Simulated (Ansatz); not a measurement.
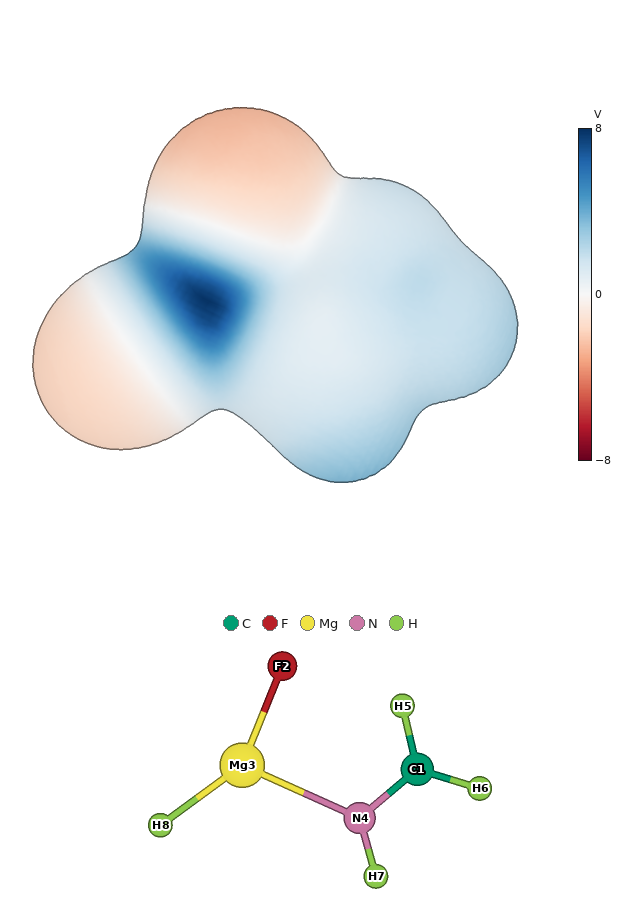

Figure. CH$_{4}$FMgN. The molecular electrostatic potential painted on the density surface at 0.004 e/bohr³, seen across its widest extent; red is negative and blue positive. The bare structure is drawn below in the same view.

Geometry: PBE0-D3(BJ)/def2-SVP.

Level of theory: isolated molecule in a Gaussian basis; Kohn-Sham density functional theory, functional PBE0 (Ansatz).

Input file:

```
basis:
  gaussian:
    orbitals: def2-TZVPD
crystal:
  periodic: [false, false, false]
  atoms:
    - {symbol: C, position_ang: [1.340843, -2.301476, -2.037050]}
    - {symbol: F, position_ang: [2.007448, -2.180224, 0.751689]}
    - {symbol: Mg, position_ang: [0.338301, -1.514691, 0.629906]}
    - {symbol: "N", position_ang: [0.290582, -1.799490, -1.524536]}
    - {symbol: H, position_ang: [2.165242, -2.541233, -1.347338]}
    - {symbol: H, position_ang: [1.443840, -2.496027, -3.115965]}
    - {symbol: H, position_ang: [-0.450531, -1.591400, -2.197271]}
    - {symbol: H, position_ang: [-1.022051, -0.846080, 1.424240]}
hamiltonian:
  xc: {name: PBE0}
output:
  forces: true
  orbitals: {seedname: orbitals}
```

Run with:

```sh
ansatz run input.yaml --threads 1 --pin off --max-ram 2610MiB --events-out events.jsonl --progress --plain --runs-dir runs
```

Where is the surface potential most negative and most positive?

The most negative region (about −2.5 V) lies over F2, the most positive (about +7.6 V) over Mg3.
